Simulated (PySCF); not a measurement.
C$_{6}$H$_{5}$N$_{3}$, SMILES `c1ccc2[nH]nnc2c1`.

Level of theory: PBE0/6-31+G* (PySCF), at a geometry from GFN2-xTB. No frequency check shows the geometry to be a minimum.

Cartesian coordinates (Å):

```
C1       2.0933   -0.6789    0.0000
C2       2.0709    0.7235    0.0000
C3       0.8927    1.4352    0.0000
C4      -0.2799    0.6904    0.0000
N5      -1.6068    0.9912    0.0000
N6      -2.3283   -0.1409    0.0000
N7      -1.5670   -1.1481    0.0000
C8      -0.2684   -0.7278    0.0000
C9       0.9390   -1.4253    0.0000
H10      3.0508   -1.1780    0.0000
H11      3.0095    1.2574    0.0000
H12      0.8771    2.5143    0.0000
H13     -2.0574    1.8916    0.0000
H14      0.9497   -2.5028    0.0000
```

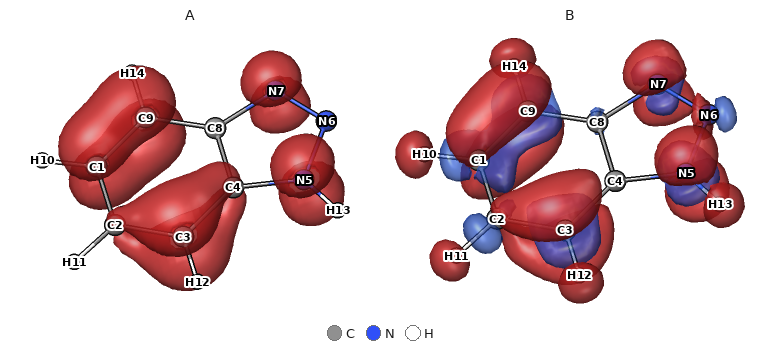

The Fukui function f⁻ from two separate SCF calculations and the density of the HOMO, at ±0.02 e/Å³ (red positive, blue negative).

> Which panel is which, and how good is the frozen-orbital picture?

B is f⁻ (it has negative regions), A the HOMO density. The HOMO lies on C3 and C9 (20 % each), C1 (16 %) and N5 (13 %); f⁻ (Hirshfeld-condensed) is largest on C3 (0.13), C9 (0.13) and C1 (0.11); the vertical ionisation energy is 8.97 eV (the stability of the cation's solution wasn't checked). Relaxation shifts 24 % of the electron between atoms. The orbital energy is −7.14 eV.
